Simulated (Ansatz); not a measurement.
# GeSe (Germanium monoselenide): r2SCAN0/aug-cc-pVTZ

What is the energy change on altering one bond length of GeSe (Germanium monoselenide) at r2SCAN0/aug-cc-pVTZ? 

The results are computed with Ansatz 0.2.0.

30 further runs of the same task are left out: 30 set aside as unsound or not needed.

## 1. The molecule

The species is GeSe (2 atoms), meant as a singlet with charge 0. As SMILES, `[Ge-]#[Se+]`. Geometry: the measured bond length.

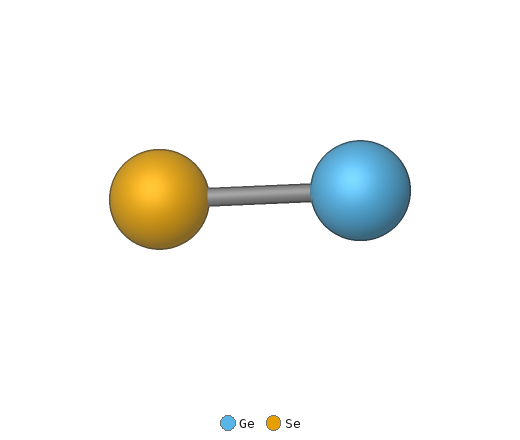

The structure, seen from a chosen angle (germanium blue, selenium amber).

## 2. A single-point energy at r2SCAN0/aug-cc-pVTZ

input.yaml reads:

```yaml
crystal:
  periodic: [false, false, false]
  atoms:
    - symbol: Ge
      position_ang: [0.000000, 0.000000, 0.000000]
    - symbol: Se
      position_ang: [0.000000, 0.000000, 2.134629]
basis:
  gaussian: {orbitals: aug-cc-pVTZ}
hamiltonian: {xc: {name: r2SCAN0}}
accuracy: high
output: {orbitals: {seedname: orbitals}}
```

Run with:

```bash
$ ansatz run input.yaml --threads 1 --pin off --max-ram 3480MiB --events-out events.jsonl --progress --plain --runs-dir runs
```

What it wrote:

```text
Warning: RAYON_NUM_THREADS=1 ignored (pool sized by the plan → 1); use --threads N
Functional definition: r2SCAN0
  name "r2SCAN0"
  parameter a = 0.25
  parameter k0 = 0.174
  parameter k1 = 0.065
  parameter a1 = 4.9479
  exchange = (1 - a)*r2scan_x(k0 = k0, k1 = k1, a1 = a1) + a*exact_x
  correlation = r2scan_c
1490 factors; integrals over basis functions are off by at most 4.0e-9 eV
mean field evaluation 1: about -121868.4483 eV, gradient 1.8e1 eV
mean field evaluation 2: about -121862.0482 eV, gradient 4.8e1 eV
mean field evaluation 4: about -121869.5850 eV, gradient 1.8e0 eV
mean field evaluation 8: about -121869.6371 eV, gradient 7.0e-2 eV
mean field evaluation 16: about -121869.6371 eV, gradient 1.7e-5 eV
mean field -121869.63709282 eV, -4478.6265569544 hartree, gradient 1.6e-8 eV, S^2 0.000000; 0 other end points of the search recorded, 0 dependent functions left out
reference -121869.63709342 eV, -4478.6265569761 hartree; 33, 33 occupied and 85, 85 virtual orbitals, 1490 factors
Total energy: -121869.63709342 eV, -4478.6265569761 hartree
```

Wall time 23 s (1 thread of Arm Neoverse V2, shared host); peak memory 0.38 GiB.

## 3. The distorted shape, same level

job.yaml reads:

```yaml
basis:
  gaussian:
    orbitals: aug-cc-pVTZ
crystal:
  periodic: [false, false, false]
  atoms:
    - symbol: Ge
      position_ang: [0.000000, 0.000000, -0.320171]
    - symbol: Se
      position_ang: [0.000000, 0.000000, 2.134629]
output:
  orbitals: {seedname: orbitals}
hamiltonian:
  xc: {name: r2SCAN0}
accuracy: high
total_charge: 0
```

Run with:

```bash
$ ansatz run job.yaml --threads 1 --pin off --max-ram 3480MiB --events-out events.jsonl --progress --plain --runs-dir runs
```

What it wrote:

```text
Warning: RAYON_NUM_THREADS=1 ignored (pool sized by the plan → 1); use --threads N
[... 8 set-up lines as earlier in the session ...]
1504 factors; integrals over basis functions are off by at most 4.0e-9 eV
mean field evaluation 1: about -121865.8913 eV, gradient 2.6e1 eV
mean field evaluation 2: about -121817.3826 eV, gradient 1.1e2 eV
mean field evaluation 4: about -121868.6857 eV, gradient 2.9e0 eV
mean field evaluation 8: about -121868.7480 eV, gradient 5.6e-1 eV
mean field evaluation 16: about -121868.7492 eV, gradient 6.2e-5 eV
mean field -121868.74916255 eV, -4478.5939261186 hartree, gradient 6.8e-8 eV, S^2 0.000000; 0 other end points of the search recorded, 0 dependent functions left out
reference -121868.74916326 eV, -4478.5939261448 hartree; 33, 33 occupied and 85, 85 virtual orbitals, 1504 factors
Total energy: -121868.74916326 eV, -4478.5939261448 hartree
```

Wall time 22 s (1 thread of Arm Neoverse V2, shared host); peak memory 0.38 GiB.

## 4. Results

At r2SCAN0/aug-cc-pVTZ:

```
                                                           quantity           value
                                          first shape: total energy  -4478.62656 Eh
                                           first shape: HOMO energy        -7.82 eV
                                           first shape: LUMO energy        -2.48 eV
                                         first shape: HOMO–LUMO gap         5.35 eV
                                      distorted shape: total energy  -4478.59393 Eh
                                       distorted shape: HOMO energy        -7.11 eV
                                       distorted shape: LUMO energy        -3.17 eV
                                     distorted shape: HOMO–LUMO gap         3.94 eV
energy change with the Ge1–Se2 bond stretched from 2.135 to 2.455 Å        0.888 eV
```

With the Ge1–Se2 bond stretched from 2.135 to 2.455 Å the energy rises by 0.89 eV (20.5 kcal/mol). The first shape isn't relaxed at this level, so the change isn't measured from a minimum.
